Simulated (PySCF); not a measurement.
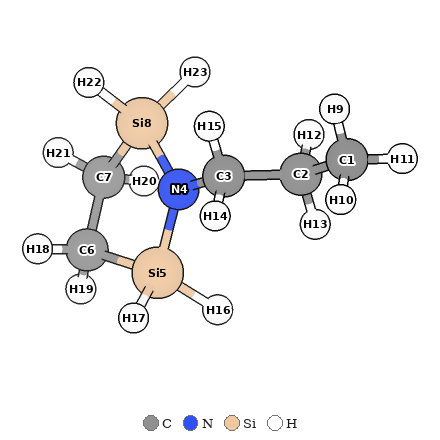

C₅H₁₅NSi₂, SMILES CCCN1[SiH2]CC[SiH2]1. Vertical core-electron binding energies by ΔSCF (SCAN, pcX-2 on the ionised atom, pcseg-1 elsewhere, spin-free X2C; PySCF 2.14.0, at a PBE0-D3(BJ)/def2-SVP geometry (no frequency check)), gas phase, against the vacuum level. One atom of each kind was ionised; within a panel, areas follow the number of like atoms and 2j + 1 (2p levels are split by first-order spin-orbit coupling, an approximation), each panel is scaled alone, Gaussians of 0.6 eV full width. Only the regions named are shown. Lines closer than the width merge in the curve. The order of lines from different atoms under 0.3 eV apart is within the error of the method.

**Predict the C 1s and Si 2p photoelectron lines.**

```
   level     atoms  binding energy (eV)
    C 1s        C3                291.3
    C 1s        C1                290.6
    C 1s        C2                290.3
    C 1s    C6, C7                290.1
Si 2p1/2  Si5, Si8                107.0
Si 2p3/2  Si5, Si8                106.4
```

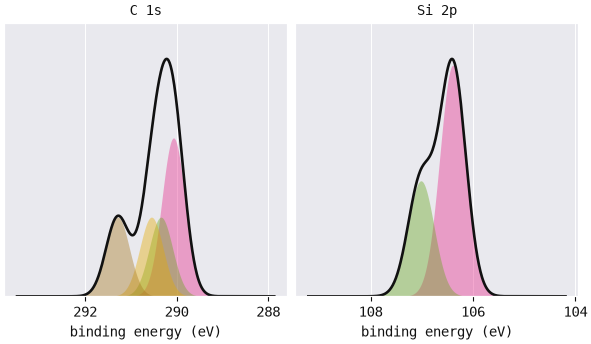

Caveats: one conformer of a flexible molecule.
